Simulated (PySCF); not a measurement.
# C2H11FOSi3 (SMILES CC[SiH2]O[SiH2][SiH2]F): what the fields show

The calculation's input:

```
{"job": {"kind": "uv", "xc": "CAM-B3LYP", "basis": "def2-SVPD", "nstates": 8, "ntriplets": 3}, "charge": 0, "multiplicity": 1}
C     -3.456029     0.146446    -0.317691
C     -2.010223    -0.070030     0.115765
Si    -0.764301     0.226179    -1.284805
O      0.751711     0.004352    -0.745838
Si     1.913149    -0.760466     0.096048
Si     3.807377     0.437668    -0.380990
F      5.021554    -0.343947     0.355696
H     -3.601023     1.165519    -0.669099
H     -3.718687    -0.528738    -1.128892
H     -4.143365    -0.028905     0.508422
H     -1.788488     0.595288     0.953527
H     -1.901639    -1.087422     0.499364
H     -0.967680    -0.720334    -2.382919
H     -0.751316     1.618462    -1.733389
H      1.904385    -2.165787    -0.337881
H      1.492603    -0.765644     1.506701
H      4.272847     0.495413    -1.768652
H      3.930369     1.788265     0.173457
```

Command:

```sh
OMP_NUM_THREADS=1 python probes_run.py task.json out
```

Geometry: GFN2-xTB.

The calculation used PySCF 2.14.0, CAM-B3LYP/def2-SVPD, SCF density, gas phase.

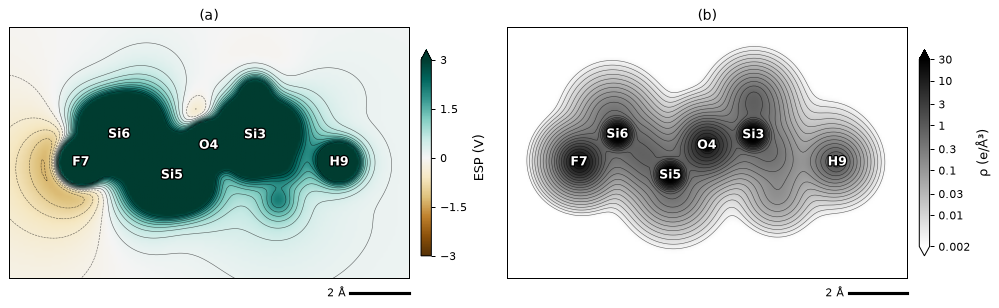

Figure 1. (a) molecular electrostatic potential; (b) total electron density on the plane of atoms O4, Si5 and Si6.

Q: Interpret the plot.

A: The section cuts through Si, O, F and H sites.
Si–F (1.62 Å): ρ at the midpoint is about 1 e/Å³.
Si–O (1.62 Å): ρ at the midpoint is about 1.1 e/Å³.
Si–Si (2.29 Å): ρ at the midpoint is about 0.74 e/Å³.
Outside the dense part of the molecule the potential is most negative (−1.3 V) near F7.

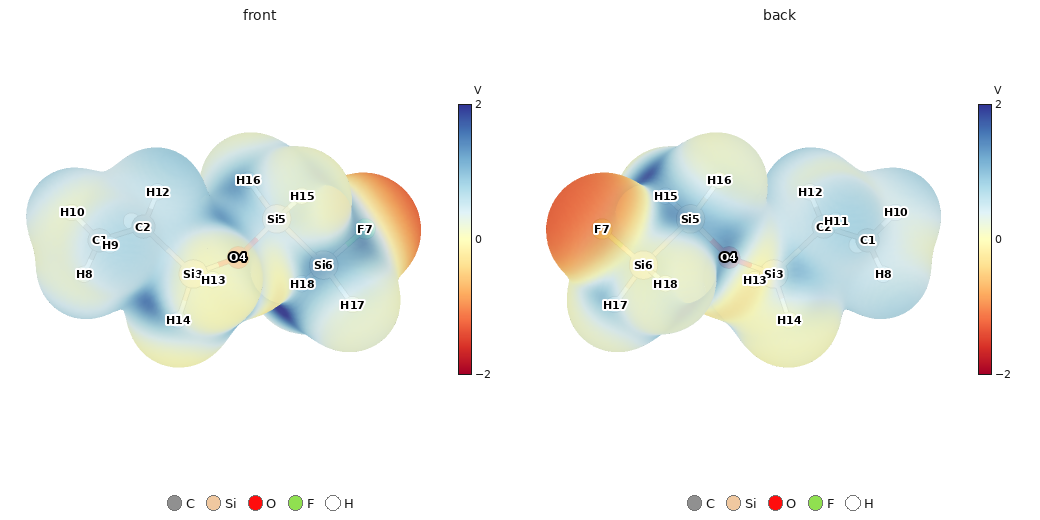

Figure 2. The electrostatic potential painted on the density surface at 0.002 e/bohr³, seen from the front and from behind; red is negative and blue positive.

Q: Describe the electrostatic potential map.

A: The most negative region (about −1.2 V) lies over F7, the most positive (about +1.8 V) over Si5 and Si6.
